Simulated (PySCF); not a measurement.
# C2H10B3N3 (SMILES CB1[NH+]BNBN1C) (charge +1, doublet): what the fields show

```yaml
atoms:
  - { symbol: C, position_ang: [-0.1217, 2.1064, 0.6856] }
  - { symbol: B, position_ang: [0.2757, 0.6855, 0.0994] }
  - { symbol: N, position_ang: [1.5936, 0.4631, -0.3611] }
  - { symbol: B, position_ang: [2.0618, -0.8497, -0.6006] }
  - { symbol: N, position_ang: [1.1346, -1.9189, -0.5425] }
  - { symbol: B, position_ang: [-0.2025, -1.7651, -0.1256] }
  - { symbol: N, position_ang: [-0.6592, -0.4076, 0.0376] }
  - { symbol: C, position_ang: [-2.0660, -0.1498, 0.0448] }
  - { symbol: H, position_ang: [-0.9198, 2.0405, 1.4197] }
  - { symbol: H, position_ang: [-0.4632, 2.7277, -0.1435] }
  - { symbol: H, position_ang: [0.7155, 2.6265, 1.1418] }
  - { symbol: H, position_ang: [2.2487, 1.2315, -0.3615] }
  - { symbol: H, position_ang: [3.2086, -1.0436, -0.7417] }
  - { symbol: H, position_ang: [1.4447, -2.8498, -0.7855] }
  - { symbol: H, position_ang: [-0.9244, -2.6718, -0.0022] }
  - { symbol: H, position_ang: [-2.3833, 0.1002, 1.0673] }
  - { symbol: H, position_ang: [-2.6324, -1.0275, -0.2638] }
  - { symbol: H, position_ang: [-2.3195, 0.7089, -0.5799] }
```

Geometry: GFN2-xTB.

The calculation used PySCF, UKS B3LYP, pcH-1 on B C H N, non-relativistic, mean-field spin-orbit, GIAO.

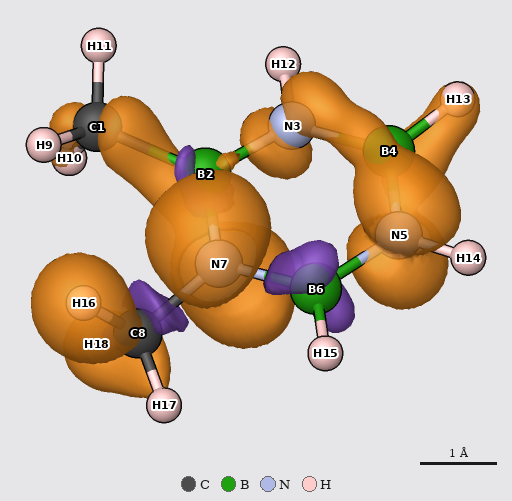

Figure 1. Isosurfaces of the spin density at +0.015 (orange) and −0.015 e/Å³ (purple), seen at a tilt.

**Where is the unpaired spin?**

The unpaired spin (1 electron) lies mostly on N7 (about 0.5) and N5 (about 0.1), in electrons by Hirshfeld's partition.

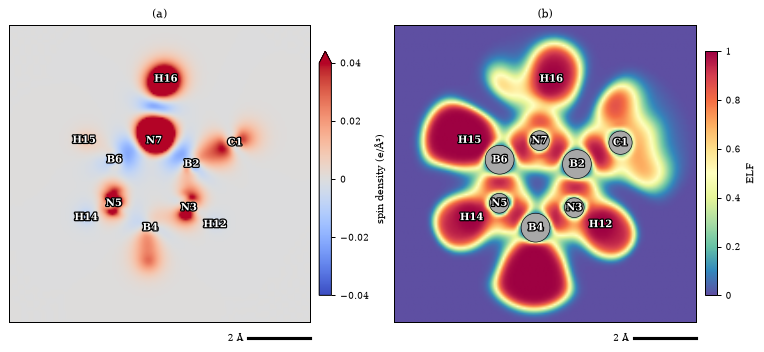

Figure 2. (a) spin density (α minus β); (b) ELF on the plane of atoms B6, N5 and H14. Grey discs cover the atomic cores in the ELF map.

**Read the bonding off the picture.**

Atoms in the plane: C, B, N and H.
B–N (1.41 Å): the ELF peaks at about 0.95 between the atoms: a short, strongly polar bond.
C–B (1.59 Å): the ELF peaks at about 1 between the atoms: localised, covalent bonding.
N–H (1.01 Å): the ELF climbs to about 1 towards the hydrogen, as it does in any bond to H; an ordinary covalent bond to hydrogen.
B–H (1.17 Å): the ELF climbs to about 1 towards the hydrogen; a covalent bond by its length.

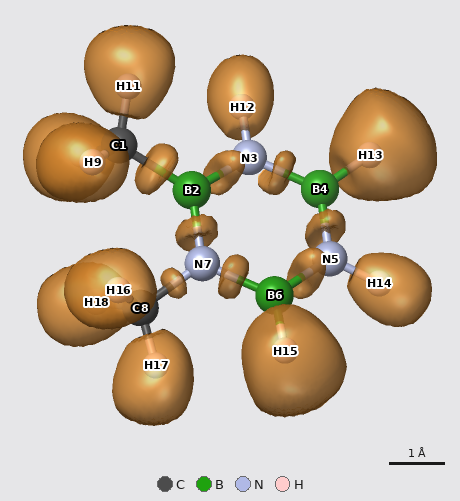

Figure 3. Isosurface of the ELF at 0.85 (orange), seen at a tilt. Core shells and regions of very low density are left out.

**Describe the localisation domains.**

The ELF exceeds this value in one region between bonded B–C atoms (shared pairs), six regions between bonded B–N atoms (shared pairs), one region between bonded C–N atoms (shared pairs) and ten regions around hydrogen nuclei.


 C–N (1.43 Å): the ELF peaks at about 0.95 between the atoms (a covalent bond).
